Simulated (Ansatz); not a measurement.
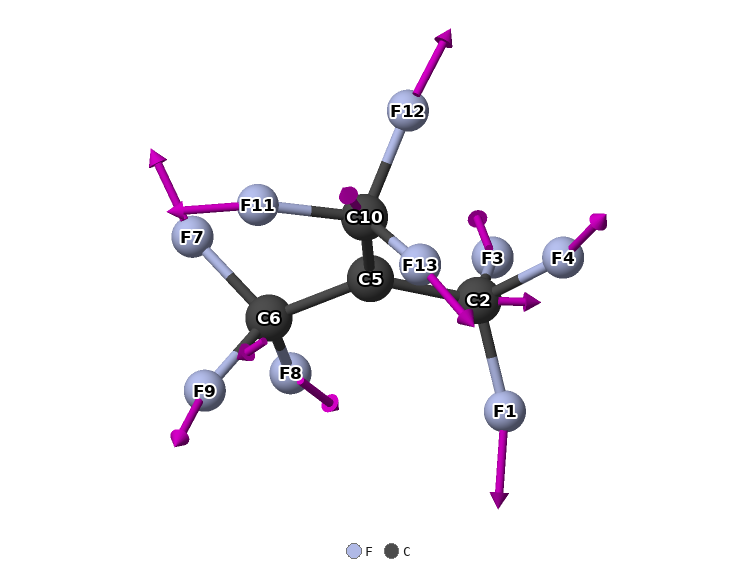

The arrows show one normal mode. Charge −1, singlet. Harmonic vibrations computed with RKS PBE0-D4/def2-TZVPD (Ansatz 0.2.0) at a stationary point of the same level.

### Estimate its harmonic wavenumber.

746 cm⁻¹; it is mode 22 of 33 counted from the lowest.
